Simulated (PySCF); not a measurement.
C2H8OSi (dimethylsilanol)

```yaml
atoms:
  - { symbol: C, position_ang: [-1.4368, 0.7259, 0.1314] }
  - { symbol: Si, position_ang: [-0.0649, -0.3752, -0.5205] }
  - { symbol: C, position_ang: [1.5959, 0.2271, 0.1096] }
  - { symbol: O, position_ang: [-0.3241, -1.9783, -0.1119] }
  - { symbol: H, position_ang: [-1.3008, 1.7632, -0.2147] }
  - { symbol: H, position_ang: [-1.4504, 0.7432, 1.2333] }
  - { symbol: H, position_ang: [-2.4219, 0.3785, -0.2157] }
  - { symbol: H, position_ang: [-0.0745, -0.3707, -2.0117] }
  - { symbol: H, position_ang: [2.4096, -0.4270, -0.2393] }
  - { symbol: H, position_ang: [1.6250, 0.2491, 1.2111] }
  - { symbol: H, position_ang: [1.8034, 1.2484, -0.2482] }
  - { symbol: H, position_ang: [-0.3576, -2.1840, 0.8261] }
```

Geometry: PBE0-D3(BJ)/def2-SVP.

Method: PySCF 2.14.0, density-fitted response routines, DFT single point, gas phase, functional wB97X.

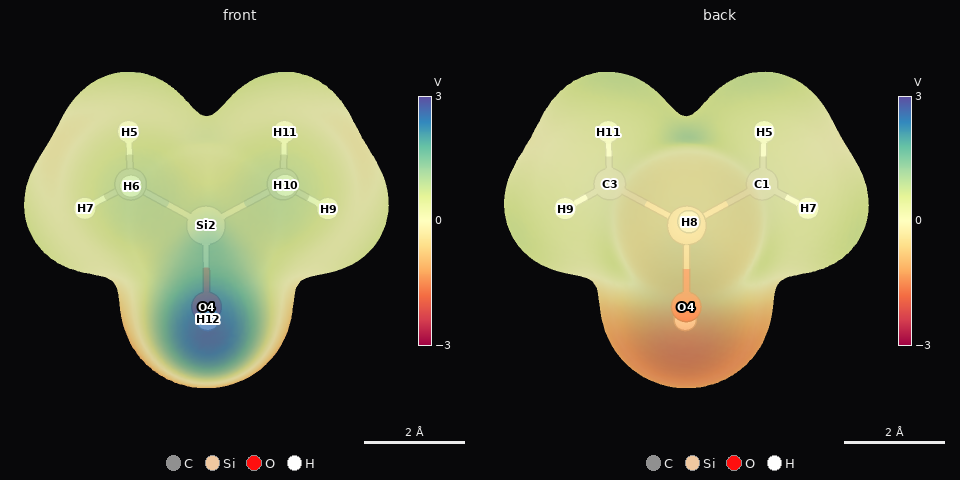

Figure 1. The electrostatic potential painted on the density surface at 0.002 e/bohr³, seen from the front and from behind; red is negative and blue positive.

Question: Where is the surface potential most negative and most positive?

Answer: The most negative region (about −1.6 V) lies over O4, the most positive (about +2.5 V) over H12. O4 is the likeliest acceptor of a hydrogen bond.

Question: What dipole moment does the calculation give?

Answer: Its dipole moment is 1.95 D.

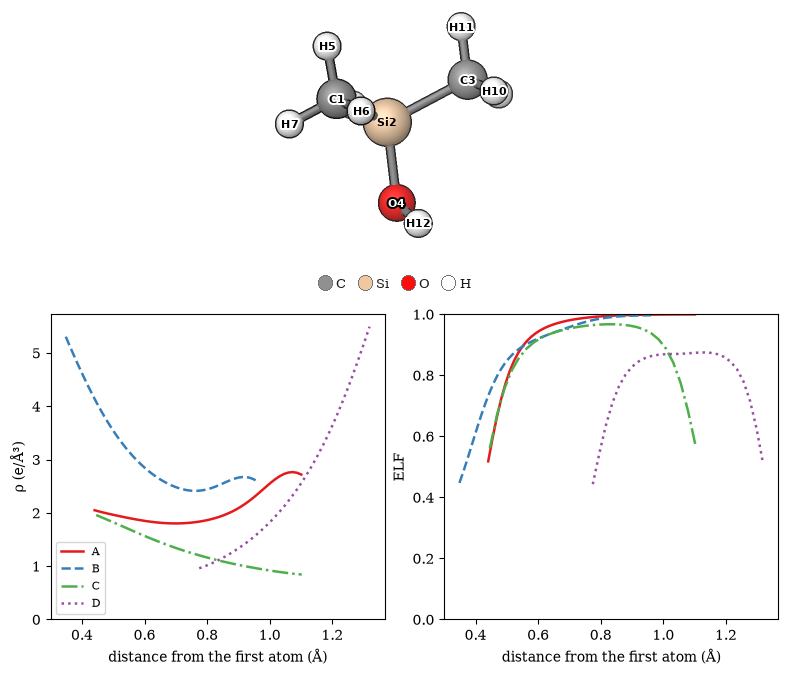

Figure 2. Total electron density and ELF along straight lines between neighbouring atoms. The curves leave out the atomic cores. The structure is drawn too.

Question: Which curve belongs to which contact (C–H, C–Si, O–H and Si–O)? The first atom named is at distance zero.

Answer: Curve A: C–H (1.10 Å): ρ at the midpoint is about 1.9 e/Å³; the ELF climbs to about 1 towards the hydrogen, as it does in any bond to H; a covalent bond by its length. Curve B: O–H (0.96 Å): the density is about 3.7 e/Å³ at the midpoint; the ELF climbs to about 1 towards the hydrogen; a covalent bond by its length. Curve C: C–Si (1.88 Å): ρ is about 0.98 e/Å³ halfway; the ELF peaks at about 0.95 between the atoms: a covalent bond. Curve D: Si–O (1.67 Å): ρ is about 1.1 e/Å³ halfway; the ELF peaks at about 0.85 between the atoms, as expected for a shared but strongly polarised pair.
